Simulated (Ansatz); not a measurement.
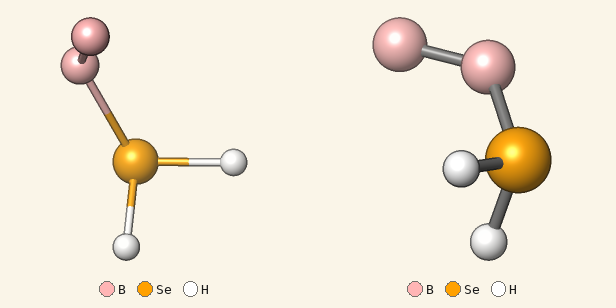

Two views of one molecule.

Computed geometry: PBE0-D4/def2-TZVP optimisation. No frequency run is at hand to confirm it as a minimum.

Description:

The molecule is B₂H₂Se. The point group is Cs. Coordination: 1 B bent; 1 Se trigonal pyramidal.

More results for the same structure follow; atom numbers are the same in all pictures, views and colours differ.

Electronic properties

No frequency run is at hand to confirm it as a minimum. Level of theory: RKS PBE0-D4/def2-TZVPP (Ansatz 0.2.0).

What is the HOMO–LUMO gap?

2.02 eV.

What is the HOMO energy (Kohn–Sham orbital)?

−5.50 eV.

Dipole moment

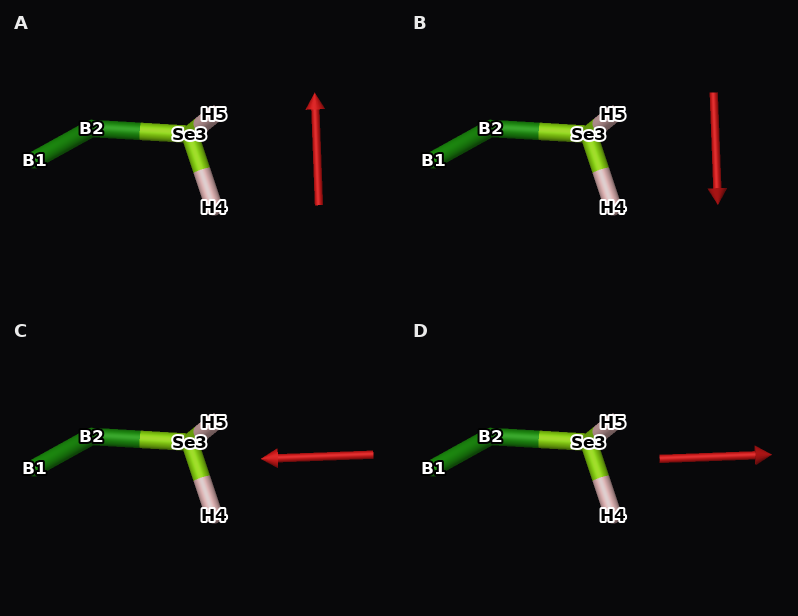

The same molecule four times, each with an arrow. No frequency run is at hand to confirm it as a minimum. Properties computed with RKS PBE0-D4/def2-TZVP (Ansatz 0.2.0).

Which arrow points along the dipole moment, from the negative to the positive end?

D. The dipole moment is 4.25 D; it points from the side of B1 to the side of H4, H5 (the outermost atoms at the two ends).

Charges

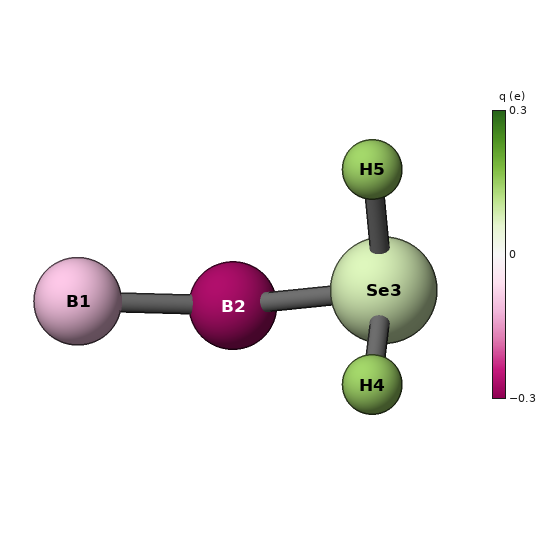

Atoms are coloured by their Mulliken charges. No frequency run is at hand to confirm it as a minimum. Level of theory: RKS PBE0-D4/def2-TZVP (Ansatz 0.2.0).

Which atom carries the highest charge (most positive or least negative)?

H4, H5 (0.15 e).

And the lowest?

B2 (−0.27 e).

Give the Mulliken charges atom by atom.

```csv
atom,value (e)
B1,−0.10
B2,−0.27
Se3,0.08
H4,0.15
H5,0.15
```

Mulliken values depend strongly on the basis set and can even reverse the polarity of a bond.
